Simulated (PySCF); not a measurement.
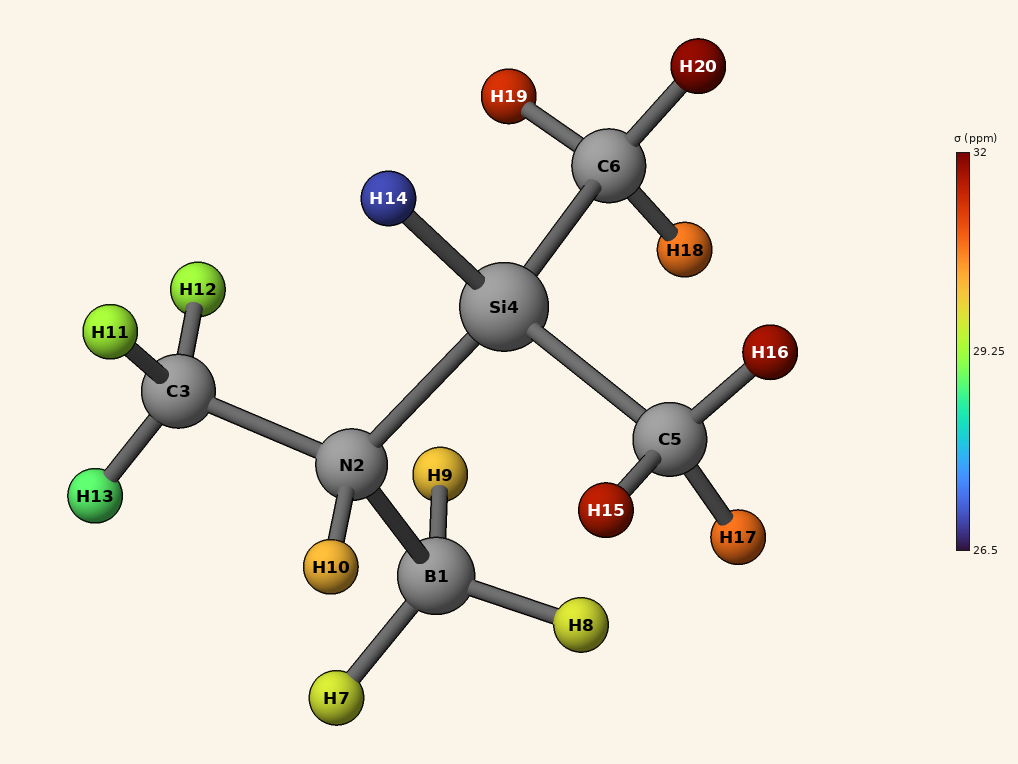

Atoms are coloured by their isotropic NMR shieldings (H only, the others grey). The geometry was computed by an optimisation with GFN2-xTB. No frequency run is at hand to confirm it as a minimum. Method: GIAO PBE0/pcSseg-1 NMR shielding, non-relativistic, gas phase (PySCF 2.14.0).

List the isotropic NMR shieldings of the H atoms.

```tsv
atom	σ (ppm)
H7	29.67
H8	29.72
H9	30.04
H10	30.17
H11	29.29
H12	29.24
H13	28.84
H14	26.95
H15	31.55
H16	31.69
H17	30.73
H18	30.65
H19	31.29
H20	31.84
```

The geometry is semi-empirical. Around B, Si such bond lengths and angles can be off by a tenth of an ångström or more and by several degrees, and values that hang on the shape move with them.
